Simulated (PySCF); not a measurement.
Input file:

```
{"job": {"kind": "epr", "basis": "pcH-1"}, "charge": 0, "multiplicity": 2}
C      2.342915     1.661940     1.464378
C      2.106809     0.631749     0.890597
Si     1.673879    -0.945417     0.024276
Si    -0.618684    -1.225858     0.230050
C     -1.232578    -2.197851    -1.244371
N     -1.572368    -2.807855    -2.154680
C     -1.603148     0.402773     0.124523
Si    -1.177630     1.346335    -1.471832
H      2.564118     2.562175     1.962858
H      2.136394    -0.811534    -1.362684
H      2.450525    -2.005896     0.680779
H     -1.045865    -2.037496     1.388096
H     -1.386866     1.025954     0.994657
H     -2.672447     0.191797     0.149774
H      0.190397     1.856767    -1.443537
H     -2.163048     2.361361    -1.831905
```

Launched as:

```sh
OMP_NUM_THREADS=1 python probes_run.py task.json out
```

Geometry: GFN2-xTB.

Level of theory: UKS B3LYP, pcH-1 on C H N Si, non-relativistic, mean-field spin-orbit, GIAO (PySCF 2.14.0, density-fitted response routines).

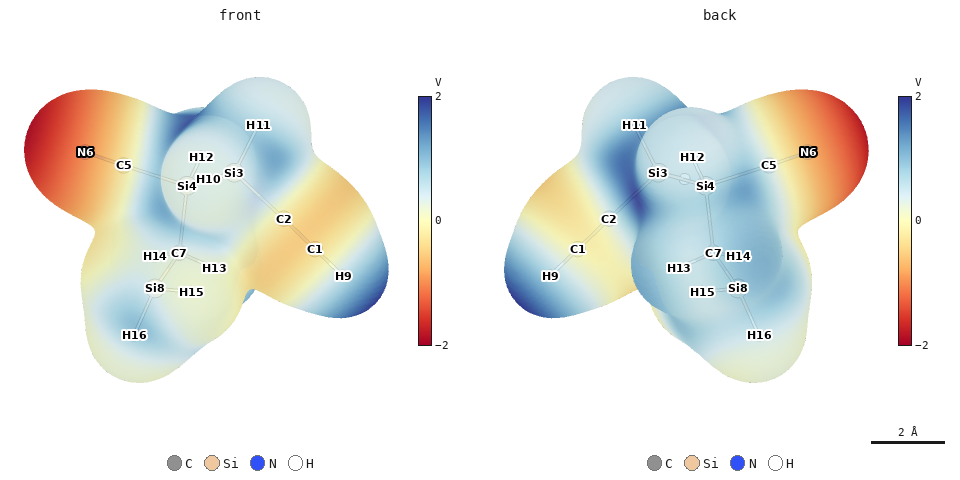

C4H8NSi3 (doublet). The electrostatic potential painted on the density surface at 0.002 e/bohr³, seen from the front and from behind; red is negative and blue positive.

Describe the electrostatic potential map.

The most negative region (about −1.8 V) lies over N6, the most positive (about +1.9 V) over Si4 and H9. N6 is the likeliest acceptor of a hydrogen bond.
